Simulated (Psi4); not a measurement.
# GaNH4 (SMILES [NH2][GaH2]) at DSD-PBEP86/aug-cc-pVDZ (density fitting for correlation)

What is the vertical singlet–triplet gap of GaNH4 at DSD-PBEP86/aug-cc-pVDZ (density fitting for correlation)? 

The results are computed with Psi4 1.11.

1 further run of the same task is left out (set aside as unsound or not needed).

## 1. The structure to begin with

The species is GaNH4 (6 atoms), meant as a singlet with charge 0. As SMILES, `[NH2][GaH2]`. Geometry: a GFN2-xTB relaxation, a rough one for these elements and not checked as a minimum.

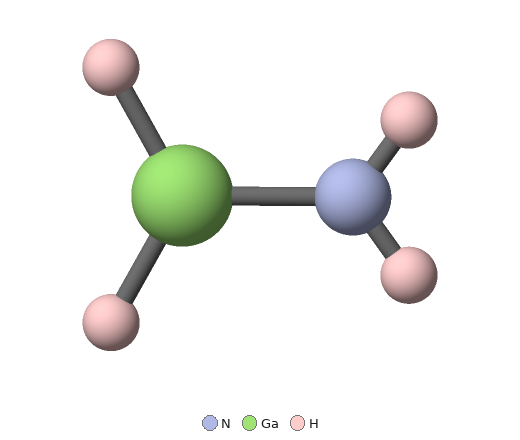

The structure, seen from a chosen angle (nitrogen light blue, gallium green, hydrogen pink).

## 2. A single-point energy at DSD-PBEP86/aug-cc-pVDZ (density fitting for correlation)

Input file input.inp:

```
memory 1600 mb

molecule {
  0 1
  N
  Ga 1 r2
  H 1 r3 2 a3
  H 1 r4 3 a4 2 d4
  H 2 r5 1 a5 3 d5
  H 2 r6 5 a6 1 d6

  r2 = 1.801563
  r3 = 1.01339
  a3 = 125.86379
  r4 = 1.014063
  a4 = 108.45349
  d4 = -179.83083
  r5 = 1.547438
  a5 = 119.13432
  d5 = 0.33675
  r6 = 1.547377
  a6 = 121.77938
  d6 = 179.94573
  symmetry c1
}

set {
  puream               true
  e_convergence        1e-09
  d_convergence        1e-08
  scf_type             pk
  dft_radial_points    99
  dft_spherical_points 590
  num_frozen_docc      10
}

e, wfn = energy('dsd-pbep86/aug-cc-pVDZ', return_wfn=True)
```

The run is started by

```
psi4 -i input.inp -o input.out -n 1
```

input.out:

```text
[...]
  Running in c1 symmetry.
[...]
  Nuclear repulsion =  108.900089645734795
[...]
  Multiplicity = 1
[...]
  Nalpha       = 21
  Nbeta        = 21
[...]
    Number of basis functions: 95
[...]
   @RKS iter   1: -1980.06845338220205   -3.68015e+00   1.25527e-02 ADIIS/DIIS
[...]
   @RKS iter  10: -1980.84679004949021   -7.16227e-11   9.47310e-09 DIIS
[...]
    Orbital Energies [Eh]
    ---------------------
    Doubly Occupied:
       1A   -376.669787     2A    -47.419807     3A    -41.891145
       4A    -41.887938     5A    -41.887532     6A    -15.113261
       7A     -6.101329     8A     -4.261717     9A     -4.254816
      10A     -4.254450    11A     -1.095865    12A     -1.080689
      13A     -1.080362    14A     -1.078460    15A     -1.076577
      16A     -1.000536    17A     -0.581532    18A     -0.573249
      19A     -0.443311    20A     -0.382684    21A     -0.353203
[...]
  @RKS Final Energy: -1980.84679004949021
   => Energetics <=
    Nuclear Repulsion Energy =            108.9000896457347949
    One-Electron Energy =               -2977.8847131273842024
    Two-Electron Energy =                 911.8075643003934374
    DFT Exchange-Correlation Energy =     -23.6697308682339163
    Empirical Dispersion Energy =           0.0000000000000000
    VV10 Nonlocal Energy =                  0.0000000000000000
    Total Energy =                      -1980.8467900494899823
[...]
 Multipole Moments:
 ------------------------------------------------------------------------------------
     Multipole            Electronic (a.u.)      Nuclear  (a.u.)        Total (a.u.)
 ------------------------------------------------------------------------------------
 L = 1.  Multiply by 2.5417464519 to convert [e a0] to [Debye]
 Dipole X            :         -0.0031610            0.0039663            0.0008053
 Dipole Y            :          0.0024780           -0.0028964           -0.0004184
 Dipole Z            :          3.6372718           -3.9899692           -0.3526974
 Magnitude           :                                                    0.3526986
[...]
```

It took 21 s on 1 thread of Intel Xeon Platinum 8375C at 2.90GHz (Ice Lake), shared host; peak memory 1 GiB.

## 3. The triplet, same level

Input file gah4n.xyz:

```xyz
6
GaH4N
N     -0.010890    -0.953070     0.044760
Ga     0.008780     0.846340    -0.041070
H      0.261590    -1.585910    -0.698360
H     -0.294460    -1.503880     0.847580
H      0.468650     1.533200    -1.349240
H     -0.433670     1.663320     1.196330
```

Input file gah4n.py:

```python
import psi4

psi4.set_memory(1600000000)
psi4.set_num_threads(1)
psi4.core.set_output_file('output.dat', False)

with open('gah4n.xyz') as f:
    atoms = ''.join(f.readlines()[2:])
mol = psi4.geometry('0 3\n' + atoms + 'symmetry c1')

options = {'reference': 'uks', 'puream': True, 'e_convergence': 1e-09, 'd_convergence': 1e-08, 'scf_type': 'pk', 'dft_radial_points': 99, 'dft_spherical_points': 590, 'num_frozen_docc': 10, 'maxiter': 200}
psi4.set_options(options)

energy_value, wavefunction = psi4.energy("dsd-pbep86/aug-cc-pVDZ", molecule=mol, return_wfn=True)
print(f'dsd-pbep86/aug-cc-pVDZ energy: {energy_value:.10f} Eh')
```

The run is started by

```
python gah4n.py
```

output.dat:

```text
[...]
  Running in c1 symmetry.
[...]
  Nuclear repulsion =  108.900074512436206
[...]
  Multiplicity = 3
[...]
  Nalpha       = 22
  Nbeta        = 20
[...]
    Number of basis functions: 95
[...]
   @UKS iter   1: -1979.80197516538192   -3.41367e+00   1.28379e-02 DIIS/ADIIS
[...]
   @UKS iter  16: -1980.68101491158245   -1.56888e-11   5.45610e-09 DIIS
[...]
   @S^2 Observed:                2.018626423E+00
[...]
    Orbital Energies [Eh]
    ---------------------
    Alpha Occupied:
       1A   -376.646496     2A    -47.397511     3A    -41.868830
       4A    -41.866007     5A    -41.865319     6A    -15.299598
       7A     -6.079416     8A     -4.237341     9A     -4.236645
      10A     -4.231490    11A     -1.221862    12A     -1.059676
      13A     -1.059253    14A     -1.057746    15A     -1.053891
      16A     -1.051918    17A     -0.738048    18A     -0.682739
      19A     -0.603764    20A     -0.461201    21A     -0.354405
      22A     -0.146950
    Alpha Virtual:
      23A     -0.015913    24A      0.018590    25A      0.039559
[...]
  @UKS Final Energy: -1980.68101491158245
   => Energetics <=
    Nuclear Repulsion Energy =            108.9000745124362055
    One-Electron Energy =               -2977.0845855111674609
    Two-Electron Energy =                 911.1521136400768910
    DFT Exchange-Correlation Energy =     -23.6486175529279592
    Empirical Dispersion Energy =           0.0000000000000000
    VV10 Nonlocal Energy =                  0.0000000000000000
    Total Energy =                      -1980.6810149115822242
[...]
 Multipole Moments:
 ------------------------------------------------------------------------------------
     Multipole            Electronic (a.u.)      Nuclear  (a.u.)        Total (a.u.)
 ------------------------------------------------------------------------------------
 L = 1.  Multiply by 2.5417464519 to convert [e a0] to [Debye]
 Dipole X            :          0.0135281           -0.0408172           -0.0272892
 Dipole Y            :          1.2170523           -3.9850363           -2.7679840
 Dipole Z            :         -0.0603883            0.1941583            0.1337699
 Magnitude           :                                                    2.7713489
[...]
```

On the terminal:

```text
dsd-pbep86/aug-cc-pVDZ energy: -1980.8131375230 Eh
```

It took 36 s on 1 thread of Intel Xeon Platinum 8375C at 2.90GHz (Ice Lake), shared host; peak memory 1 GiB.

## 4. Summary of results

At DSD-PBEP86/aug-cc-pVDZ (density fitting for correlation), 10 core orbitals frozen:

```
                                                         quantity           value
                                            singlet: total energy  -1981.00254 Eh
                       singlet: HOMO energy (SCF part's orbitals)        -9.61 eV
                       singlet: LUMO energy (SCF part's orbitals)         0.40 eV
                     singlet: HOMO–LUMO gap (SCF part's orbitals)        10.01 eV
                                            triplet: total energy  -1980.81314 Eh
triplet: HOMO energy (SCF part's orbitals) (highest over α and β)        -4.00 eV
 triplet: LUMO energy (SCF part's orbitals) (lowest over α and β)        -3.00 eV
                                                    triplet: ⟨S²⟩           2.019
                 vertical energy of the triplet above the singlet        5.154 eV
```

**Reading.** At this shape the triplet lies 5.15 eV (497 kJ/mol) above the singlet.
